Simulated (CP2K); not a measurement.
**GFN2-xTB run of C4H2F4 (SMILES FC1(F)C=CC1(F)F)**

What is the energy difference between two shapes of C4H2F4 at GFN2-xTB? 

Program for the calculation: CP2K 2026.2.

3 further runs of the same task are left out: 1 that didn't finish, 2 set aside as unsound or not needed.

### Step 1. The molecule

The species is C4H2F4 (10 atoms), meant as a singlet with charge 0. SMILES: `FC1(F)C=CC1(F)F`. The shape comes from a force field and isn't a relaxed structure.

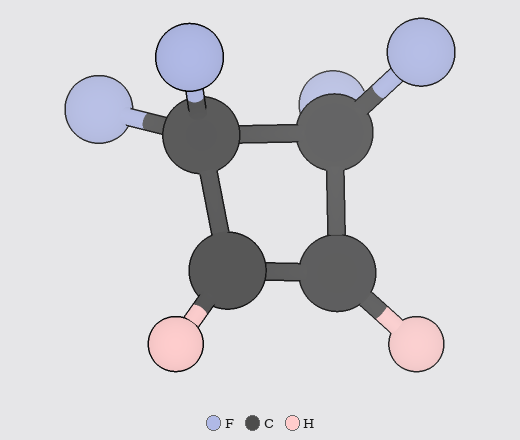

Viewed from a chosen angle; fluorine light blue, carbon dark grey, hydrogen pink.

### Step 2. Energy and gradient at GFN2-xTB

The input, run.inp:

```
&FORCE_EVAL
 METHOD QUICKSTEP
 &DFT
  CHARGE 0
  MULTIPLICITY 1
  &QS
   METHOD XTB
   EPS_DEFAULT 1.0E-10
   &XTB
    GFN_TYPE TBLITE
    &TBLITE
     METHOD GFN2
    &END TBLITE
    CHECK_ATOMIC_CHARGES F
   &END XTB
  &END QS
  &POISSON
   PERIODIC NONE
   POISSON_SOLVER ANALYTIC
  &END POISSON
  &SCF
   SCF_GUESS ATOMIC
   EPS_SCF 1.0E-06
   MAX_SCF 150
   ADDED_MOS 8
   &DIAGONALIZATION
    ALGORITHM STANDARD
   &END DIAGONALIZATION
   &MIXING
    METHOD DIRECT_P_MIXING
    ALPHA 0.4
   &END MIXING
   &SMEAR ON
    METHOD FERMI_DIRAC
    ELECTRONIC_TEMPERATURE [K] 300
   &END SMEAR
  &END SCF
  &PRINT
   &MOMENTS
    PERIODIC F
    REFERENCE COM
    MAX_MOMENT 1
   &END MOMENTS
   &MO ON
    ENERGIES T
    OCCUPATION_NUMBERS T
    NDIGITS 6
    &EACH
     QS_SCF 0
    &END EACH
    ADD_LAST NUMERIC
   &END MO
   &HIRSHFELD OFF
   &END HIRSHFELD
  &END PRINT
 &END DFT
 &SUBSYS
  &CELL
   ABC [angstrom] 13.8 13.1 13.9
   PERIODIC NONE
  &END CELL
  &COORD
   F      6.068500     4.991150     7.815450
   C      6.202600     6.219150     7.167450
   F      5.019900     6.460050     6.477750
   C      6.847700     7.378850     7.988950
   C      7.903900     7.461650     7.252250
   C      7.534000     6.356350     6.316350
   F      8.360500     5.244750     6.325450
   F      7.405000     6.682150     5.002850
   H      6.380000     7.910150     8.897150
   H      8.780100     8.108850     7.339950
  &END COORD
 &END SUBSYS
 &PRINT
  &FORCES ON
  &END FORCES
 &END PRINT
&END FORCE_EVAL

&GLOBAL
 PROJECT_NAME run
 RUN_TYPE ENERGY_FORCE
 PRINT_LEVEL MEDIUM
&END GLOBAL
```

Run with:

```sh
$ OMP_NUM_THREADS=1 cp2k.psmp -i run.inp > run.out 2>&1
```

Output, shortened:

```text
CP2K| version string:                                       CP2K version 2026.2
[...]
 GLOBAL| Method name                                                        CP2K
[...]
 GLOBAL| Run type                                                   ENERGY_FORCE
[...]
                             - Atoms:                                         10
[...]
                             - Spherical basis functions:                     34
[...]
 Number of electrons:                                                         46
[...]
  *** SCF run converged in    12 steps ***
[...]
  Fermi energy:                                                -0.33589164091342
[...]
 TB_DIPOLE| Moment [Debye]          1.18871936       3.12945624       2.30117631
 TB_DIPOLE| Derivative [a.u.]       0.00000000       0.00000000       0.00000000
[...]
 ENERGY| Total FORCE_EVAL ( QS ) energy [hartree]            -28.435308577034572
 FORCES| Atomic forces [hartree/bohr]
 FORCES|   Atom     x               y               z               |f|
 FORCES|      1 -4.23264339E-04  3.04602659E-02 -1.50309377E-02   3.39696341E-02
 FORCES|      2 -2.02685574E-03 -5.15881790E-03  2.61017065E-03   6.12654365E-03
 FORCES|      3  2.77041341E-02 -5.86126228E-03  1.94330075E-02   3.43440712E-02
 FORCES|      4 -7.98633251E-02 -4.71654550E-03  4.70096662E-02   9.27917303E-02
 FORCES|      5  4.95196179E-02  1.64222213E-02 -1.46930060E-02   5.42011654E-02
 FORCES|      6  8.63526143E-03 -1.88635599E-02 -1.54237870E-02   2.58513991E-02
 FORCES|      7 -1.40464085E-02  1.68233095E-02  1.77024487E-03   2.19877034E-02
 FORCES|      8 -1.97263331E-03 -2.52267750E-03  1.16977281E-02   1.21281502E-02
 FORCES|      9  1.95794675E-02 -1.76501325E-02 -3.13387608E-02   4.09511984E-02
 FORCES|     10 -7.10599389E-03 -8.93280126E-03 -6.03432578E-03   1.29113584E-02
 FORCES| Sum     8.67361738E-19 -3.60822483E-16 -1.98625838E-16
 FORCES| Total atomic force                                       4.11880857E-16
[...]
```

Run time: 0.48 s. Hardware: 1 thread of Arm Neoverse N1, shared host; peak memory 0.14 GiB.

### Step 3. The distorted shape at the same level

The input, qs.inp:

```
&GLOBAL
 PROJECT qs
 RUN_TYPE ENERGY_FORCE
 PRINT_LEVEL MEDIUM
&END GLOBAL

&FORCE_EVAL
 METHOD QS
 &DFT
  ! Quickstep
  &QS
   METHOD XTB
   EPS_DEFAULT 1.0E-10
   &XTB
    GFN_TYPE TBLITE
    &TBLITE
     METHOD GFN2
    &END TBLITE
    CHECK_ATOMIC_CHARGES F
   &END XTB
  &END QS
  ! no periodic images
  &POISSON
   PERIODIC NONE
   POISSON_SOLVER ANALYTIC
  &END POISSON
  ! SCF settings
  &SCF
   SCF_GUESS ATOMIC
   EPS_SCF 1.0E-06
   MAX_SCF 150
   ADDED_MOS 8
   &DIAGONALIZATION
    ALGORITHM STANDARD
   &END DIAGONALIZATION
   &MIXING
    METHOD DIRECT_P_MIXING
    ALPHA 0.4
   &END MIXING
   &SMEAR ON
    METHOD FERMI_DIRAC
    ELECTRONIC_TEMPERATURE [K] 300
   &END SMEAR
  &END SCF
  &PRINT
   &MOMENTS
    PERIODIC F
    REFERENCE COM
    MAX_MOMENT 1
   &END MOMENTS
   &MO ON
    ENERGIES T
    OCCUPATION_NUMBERS T
    NDIGITS 6
    &EACH
     QS_SCF 0
    &END EACH
    ADD_LAST NUMERIC
   &END MO
   &HIRSHFELD OFF
   &END HIRSHFELD
  &END PRINT
 &END DFT
 ! structure
 &SUBSYS
  &CELL
   ABC 13.7 13.2 13.9
   PERIODIC NONE
  &END CELL
  &COORD
   F      6.039022     5.015231     7.788186
   C      6.088298     6.254267     7.262398
   F      5.013238     6.473795     6.472466
   C      6.839842     7.579613     8.010338
   C      7.840804     7.595040     7.364226
   C      7.454054     6.552221     6.246780
   F      8.344775     5.451930     6.474171
   F      7.391088     6.784537     4.984068
   H      6.390440     8.017413     8.915932
   H      8.686762     8.184769     7.312850
  &END COORD
 &END SUBSYS
 ! extra output
 &PRINT
  &FORCES ON
  &END FORCES
 &END PRINT
&END FORCE_EVAL
```

Run with:

```sh
$ OMP_NUM_THREADS=1 cp2k.psmp qs.inp > qs.out
```

Output, shortened:

```text
CP2K| version string:                                       CP2K version 2026.2
[...]
 GLOBAL| Method name                                                        CP2K
[...]
 GLOBAL| Run type                                                   ENERGY_FORCE
[...]
                             - Atoms:                                         10
[...]
                             - Spherical basis functions:                     34
[...]
 Number of electrons:                                                         46
[...]
  *** SCF run converged in    12 steps ***
[...]
  Fermi energy:                                                -0.29345377112590
[...]
 TB_DIPOLE| Moment [Debye]          0.66573803       3.30088623       2.00428826
 TB_DIPOLE| Derivative [a.u.]       0.00000000       0.00000000       0.00000000
[...]
 ENERGY| Total FORCE_EVAL ( QS ) energy [hartree]            -28.377875764989014
 FORCES| Atomic forces [hartree/bohr]
 FORCES|   Atom     x               y               z               |f|
 FORCES|      1 -1.14793363E-03  2.42713277E-02 -1.87314163E-03   2.43705511E-02
 FORCES|      2  5.23854783E-02  4.37547712E-02 -3.94120348E-02   7.88164122E-02
 FORCES|      3 -4.86058697E-03 -1.33992225E-03  1.84953876E-02   1.91702911E-02
 FORCES|      4 -2.28578597E-01 -5.37160611E-02  1.32519814E-01   2.69620273E-01
 FORCES|      5  1.43285685E-01 -8.56263116E-03 -1.58148408E-01   2.13576742E-01
 FORCES|      6  1.98299526E-02 -4.22176076E-02  9.13954133E-02   1.02609332E-01
 FORCES|      7 -1.58683116E-02  1.63231063E-02 -1.68849421E-02   2.83434010E-02
 FORCES|      8 -4.44871601E-03  5.98664928E-03 -1.57470183E-02   1.74241106E-02
 FORCES|      9  1.06662140E-02 -3.46995354E-03 -1.15314416E-02   1.60867288E-02
 FORCES|     10  2.87368161E-02  1.89703212E-02  1.18637104E-03   3.44541022E-02
 FORCES| Sum     1.97758476E-16  1.07552856E-16 -8.67361738E-17
 FORCES| Total atomic force                                       2.41245094E-16
[...]
```

Run time: 0.48 s. Hardware: 1 thread of Arm Neoverse N1, shared host; peak memory 0.14 GiB.

### Step 4. Summary of results

Level: GFN2-xTB.

```
                                                  quantity         value
                                 first shape: total energy  -28.43531 Eh
    first shape: dipole moment (from atomic charges alone)        4.06 D
                                  first shape: HOMO energy     -13.21 eV
                                  first shape: LUMO energy      -8.26 eV
                                first shape: HOMO–LUMO gap       4.95 eV
                     first shape: largest force on an atom    4.772 eV/Å
                             distorted shape: total energy  -28.37788 Eh
distorted shape: dipole moment (from atomic charges alone)        3.92 D
                              distorted shape: HOMO energy     -12.58 eV
                              distorted shape: LUMO energy      -7.11 eV
                            distorted shape: HOMO–LUMO gap       5.48 eV
                 distorted shape: largest force on an atom   13.864 eV/Å
                    energy change with the atoms displaced      1.563 eV
```

With the atoms displaced the energy rises by 1.56 eV (151 kJ/mol). The first shape isn't relaxed at this level, so the change isn't measured from a minimum. The largest force (first shape) is 4.77 eV/Å: the shape isn't a stationary point for this species at this level. The dipole (first shape) comes from point charges on the atoms alone, without atomic dipoles, so it is partial. The dipole (distorted shape) comes from point charges on the atoms alone, without atomic dipoles, so it is partial.
